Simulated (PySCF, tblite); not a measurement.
# C₄H₁₃NSi₂: a rotation path, then NMR shifts on frames, part 2 of 2

tblite 0.8.0 and PySCF 2.14.0. Atoms count from 0.

### 6 Nuclear shieldings: image 6, PBE0/pcSseg-1

The job: settings as JSON, then the geometry in Å.

```
{"job": {"kind": "nmr", "xc": "PBE0", "basis": "pcSseg-1", "pop": false}, "charge": 0, "multiplicity": 1}
Si     3.804800     0.015700    -0.116100
C      2.098900    -0.282500    -0.881700
Si     0.704900    -0.606500     0.365200
N     -0.682200     0.209100    -0.243700
C     -1.945900     0.226200     0.405600
C     -3.040300     1.116700    -0.098900
C     -3.164100    -0.377400    -0.233900
H      3.813400     1.253800     0.665000
H      4.183100    -1.102600     0.749100
H      4.797900     0.133900    -1.190200
H      2.170600    -1.132200    -1.560700
H      1.850100     0.579500    -1.500600
H      0.528500    -2.063600     0.516100
H      0.964100    -0.028300     1.688900
H     -0.779500     0.342400    -1.238600
H     -1.836200     0.107100     1.474900
H     -3.670700     1.623800     0.614400
H     -2.860800     1.689400    -0.996800
H     -3.879100    -0.890200     0.390300
H     -3.062600    -0.803800    -1.221000
```

With the program's defaults for keys left out, this is: GIAO PBE0/pcSseg-1 NMR shielding, non-relativistic, gas phase.

The log of the run:

```text
coarse grid: 16720 points
cycle   1  E = -793.3145846999  dE =  6.201e-01  |g| = 5.027e-01  |ddm| = 3.924e+00
cycle   2  E = -793.2900365324  dE =  2.455e-02  |g| = 5.992e-01  |ddm| = 1.047e+00
cycle   3  E = -793.3758836290  dE = -8.585e-02  |g| = 5.923e-02  |ddm| = 6.513e-01
cycle   4  E = -793.3765048977  dE = -6.213e-04  |g| = 2.980e-02  |ddm| = 8.970e-02
cycle   5  E = -793.3766986194  dE = -1.937e-04  |g| = 6.699e-03  |ddm| = 3.084e-02
cycle   6  E = -793.3767087463  dE = -1.013e-05  |g| = 1.389e-03  |ddm| = 7.994e-03
cycle   7  E = -793.3767091931  dE = -4.468e-07  |g| = 4.260e-04  |ddm| = 1.699e-03
final grid: 149512 points
cycle   8  E = -793.4150002679  dE = -3.336e-05  |g| = 8.219e-03  |ddm| = 2.745e-02
cycle   9  E = -793.4149915136  dE =  8.754e-06  |g| = 1.023e-02  |ddm| = 1.805e-02
cycle  10  E = -793.4150170181  dE = -2.550e-05  |g| = 6.885e-04  |ddm| = 1.018e-02
cycle  11  E = -793.4150171056  dE = -8.752e-08  |g| = 2.806e-04  |ddm| = 9.166e-04
cycle  12  E = -793.4150171223  dE = -1.668e-08  |g| = 5.028e-05  |ddm| = 2.549e-04
cycle  13  E = -793.4150171228  dE = -5.268e-10  |g| = 1.345e-05  |ddm| = 6.386e-05
converged SCF energy = -793.4150171228

GIAO shielding tensors (ppm)
atom      isotropic    diamagn.    paramagn.     s11        s22        s33       span
  0 Si     424.943     878.451    -453.508    394.397    411.961    468.471     74.075
  1 C      199.468     260.248     -60.780    185.475    204.014    208.915     23.440
  2 Si     383.514     883.091    -499.577    345.090    363.917    441.536     96.446
  3 N      226.498     325.725     -99.227    166.902    218.586    294.007    127.105
  4 C      156.454     235.699     -79.245    116.262    142.820    210.280     94.019
  5 C      178.179     255.707     -77.528    144.643    174.191    215.703     71.060
  6 C      176.824     256.109     -79.285    141.753    173.105    215.613     73.861
  7 H       27.760      28.314      -0.554     24.183     26.210     32.888      8.705
  8 H       27.893      27.877       0.016     24.387     26.179     33.114      8.727
  9 H       27.616      27.293       0.323     23.881     25.336     33.631      9.749
 10 H       31.621      32.558      -0.937     26.122     29.585     39.155     13.033
 11 H       32.089      34.756      -2.667     26.187     31.088     38.992     12.805
 12 H       26.626      31.729      -5.102     22.740     25.523     31.616      8.876
 13 H       27.011      32.351      -5.341     23.287     26.427     31.318      8.031
 14 H       32.816      37.245      -4.429     22.795     34.771     40.881     18.086
 15 H       29.654      29.965      -0.311     22.688     29.287     36.988     14.300
 16 H       31.118      30.095       1.023     25.208     26.825     41.322     16.115
 17 H       31.620      31.690      -0.070     26.406     29.412     39.043     12.637
 18 H       31.154      30.432       0.722     25.479     26.742     41.241     15.762
 19 H       31.746      32.010      -0.264     26.796     29.484     38.958     12.162
```

It took 28 s on 1 thread of Arm Neoverse V1, shared host; peak memory 0.91 GiB.

In short: δ C4 30.5, C6 10.1, C5 8.7, C1 -12.5, H12 5.09, H13 4.71 ppm.

### 7 NMR shieldings: image 8, PBE0/pcSseg-1

The job: settings as JSON, then the geometry in Å.

```
{"job": {"kind": "nmr", "xc": "PBE0", "basis": "pcSseg-1", "pop": false}, "charge": 0, "multiplicity": 1}
Si     3.844100    -0.286500    -0.164600
C      2.102000     0.021100    -0.833700
Si     0.736500    -0.286900     0.442000
N     -0.711100     0.314800    -0.263500
C     -1.976000     0.274700     0.381200
C     -3.157600     0.966600    -0.223300
C     -3.112100    -0.537400    -0.173100
H      4.121400     0.624200     0.946900
H      3.969900    -1.668500     0.301800
H      4.829700    -0.053100    -1.226900
H      1.938500    -0.617400    -1.702100
H      2.037700     1.047000    -1.195000
H      0.698800    -1.720700     0.781900
H      0.936500     0.482200     1.675100
H     -0.802100     0.335600    -1.268000
H     -1.864800     0.305800     1.456700
H     -3.846300     1.483400     0.426500
H     -3.030000     1.441600    -1.184500
H     -3.770000    -1.050600     0.510700
H     -2.950300    -1.065400    -1.100900
```

Level: GIAO PBE0/pcSseg-1 NMR shielding, non-relativistic, gas phase.

The log of the run:

```text
coarse grid: 16720 points
cycle   1  E = -793.3156341656  dE =  6.298e-01  |g| = 5.045e-01  |ddm| = 3.922e+00
cycle   2  E = -793.2907504477  dE =  2.488e-02  |g| = 6.016e-01  |ddm| = 1.034e+00
cycle   3  E = -793.3773756125  dE = -8.663e-02  |g| = 5.880e-02  |ddm| = 6.424e-01
cycle   4  E = -793.3779931878  dE = -6.176e-04  |g| = 2.960e-02  |ddm| = 8.846e-02
cycle   5  E = -793.3781844108  dE = -1.912e-04  |g| = 6.680e-03  |ddm| = 3.022e-02
cycle   6  E = -793.3781944560  dE = -1.005e-05  |g| = 1.404e-03  |ddm| = 7.860e-03
cycle   7  E = -793.3781949127  dE = -4.567e-07  |g| = 4.246e-04  |ddm| = 1.688e-03
final grid: 149512 points
cycle   8  E = -793.4157368621  dE = -3.545e-05  |g| = 8.092e-03  |ddm| = 2.735e-02
cycle   9  E = -793.4157282659  dE =  8.596e-06  |g| = 1.012e-02  |ddm| = 1.780e-02
cycle  10  E = -793.4157531915  dE = -2.493e-05  |g| = 6.818e-04  |ddm| = 9.952e-03
cycle  11  E = -793.4157532756  dE = -8.417e-08  |g| = 2.826e-04  |ddm| = 8.750e-04
cycle  12  E = -793.4157532927  dE = -1.701e-08  |g| = 5.027e-05  |ddm| = 2.565e-04
cycle  13  E = -793.4157532932  dE = -5.220e-10  |g| = 1.384e-05  |ddm| = 6.532e-05
converged SCF energy = -793.4157532932

GIAO shielding tensors (ppm)
atom      isotropic    diamagn.    paramagn.     s11        s22        s33       span
  0 Si     426.909     878.316    -451.407    400.654    408.404    471.670     71.016
  1 C      197.631     260.260     -62.629    193.123    197.414    202.356      9.232
  2 Si     382.570     883.336    -500.766    345.865    360.393    441.452     95.587
  3 N      227.773     326.091     -98.318    169.297    222.027    291.994    122.697
  4 C      156.572     235.928     -79.356    116.792    142.819    210.105     93.313
  5 C      178.221     256.806     -78.585    145.162    174.190    215.311     70.149
  6 C      176.867     255.440     -78.573    141.497    173.031    216.072     74.575
  7 H       27.828      27.939      -0.111     24.213     26.237     33.035      8.822
  8 H       27.863      27.914      -0.050     24.257     26.301     33.032      8.775
  9 H       27.622      27.145       0.476     23.991     25.318     33.557      9.566
 10 H       31.809      33.728      -1.919     26.212     30.481     38.735     12.522
 11 H       31.756      33.872      -2.116     25.899     30.518     38.851     12.952
 12 H       26.692      32.250      -5.558     22.567     26.056     31.453      8.886
 13 H       26.906      32.337      -5.431     23.003     26.377     31.337      8.335
 14 H       32.782      37.398      -4.616     22.829     34.582     40.935     18.106
 15 H       29.650      30.021      -0.371     22.688     29.256     37.005     14.317
 16 H       31.112      30.174       0.938     25.183     26.825     41.328     16.145
 17 H       31.631      31.808      -0.177     26.372     29.442     39.079     12.707
 18 H       31.151      30.496       0.655     25.516     26.728     41.210     15.694
 19 H       31.789      32.078      -0.289     26.855     29.505     39.007     12.151
```

It took 29 s on 1 thread of Arm Neoverse V1, shared host; peak memory 0.91 GiB.

This run: δ C4 30.4, C6 10.1, C5 8.7, C1 -10.7, H12 5.02, H13 4.81 ppm.

### 8 Side by side: NMR shifts

Shifts (ppm) of some atoms, chosen among heavy atoms and hydrogens apart, with basis size and wall time:

```csv
frame,C6,C1,H11,H10,Si2,Si0,N3,functions,time
image 0,10.2,-12.1,-0.04,-0.36,-34.5,-74.7,39.9,198,39 s
image 2,10.0,-12.3,-0.37,-0.33,-32.9,-71.9,37.9,198,29 s
image 4,10.0,-13.8,-0.57,-0.05,-33.3,-72.5,39.7,198,28 s
image 6,10.1,-12.5,-0.37,0.10,-34.4,-75.8,41.2,198,28 s
image 8,10.1,-10.7,-0.04,-0.09,-33.4,-77.8,40.0,198,29 s
```

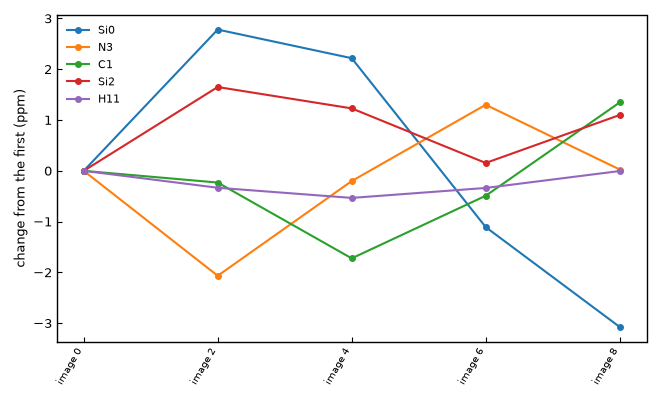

How five of the tabulated atoms move from run to run.

### 9 Results

What follows sums up all 2 parts.

```
                                        quantity                                                                                 value
                                         barrier                                                    0.052 eV (1.2 kcal/mol) at image 4
                           end to end (GFN2-xTB)                                                                              0.014 eV
 ¹³C shifts against TMS (PBE0/pcSseg-1, image 0)                                                            30.4, 10.2, 8.5, -12.1 ppm
  ¹H shifts against TMS (PBE0/pcSseg-1, image 0)  5.26, 4.86, 4.07, 3.95, 3.86, 2.05, 0.62, 0.56, 0.14, -0.04, -0.05, -0.36, -1.04 ppm
²⁹Si shifts against TMS (PBE0/pcSseg-1, image 0)                                                                      -34.5, -74.7 ppm
 ¹⁵N shifts against NH3 (PBE0/pcSseg-1, image 0)                                                                              39.9 ppm
           surface potential, 1st and 99th percentile                                                                    -0.97 V and 1.32 V
                       range of the shift of Si0                                                                    -77.8 to -71.9 ppm
```

What this shows: Along the band the dihedral turns by 120°, and the top (dihedral 111°) lies 1.2 kcal/mol above the start (GFN2-xTB, rough), so at room temperature this motion is fast. Ends this close can change order at a higher level. The top was not checked by a frequency run. Shifts at one fixed geometry are not the observed spectrum, which averages over the motion. In the first frame run (image 0): Shielding is most anisotropic at N3 (span 113 ppm, paramagnetic term -99 ppm). In ppm, Si0 moves most: its shift spreads over 5.9 ppm, from -77.8 (image 8) to -71.9 (image 2).
